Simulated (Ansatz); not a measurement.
| atom | x (Å) | y (Å) | z (Å) |
| --- | --- | --- | --- |
| Br | 1.7560 | 0.5752 | -1.1579 |
| C | 0.3316 | -0.3810 | -0.3055 |
| B | -0.5476 | 0.2789 | 0.7200 |
| O | -1.0060 | 0.1730 | -0.5301 |
| H | 0.4076 | -1.4381 | -0.5263 |
| H | -0.8994 | 0.7281 | 1.7537 |

Geometry: PBE0-D4/def2-TZVP.

Method: Ansatz 0.2.0, RKS PBE0-D4/def2-TZVPP.

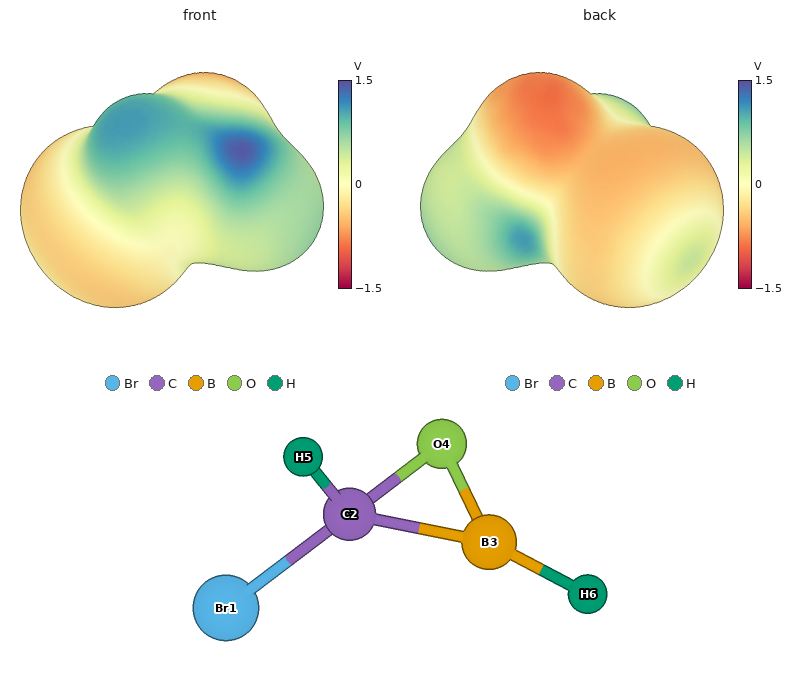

CH$_{2}$BBrO (SMILES BrC1BO1). The electrostatic potential painted on the density surface at 0.001 e/bohr³, seen from the front and from behind; the colour scale runs from red (negative) to blue (positive). The bare structure is drawn below in the same view.

Describe the electrostatic potential map.

The most negative region (about −0.9 V) lies over O4, the most positive (about +1.4 V) over B3. Br1 shows a σ-hole: about +0.4 V at the tip opposite its bond, against about −0.4 V on its flanks.
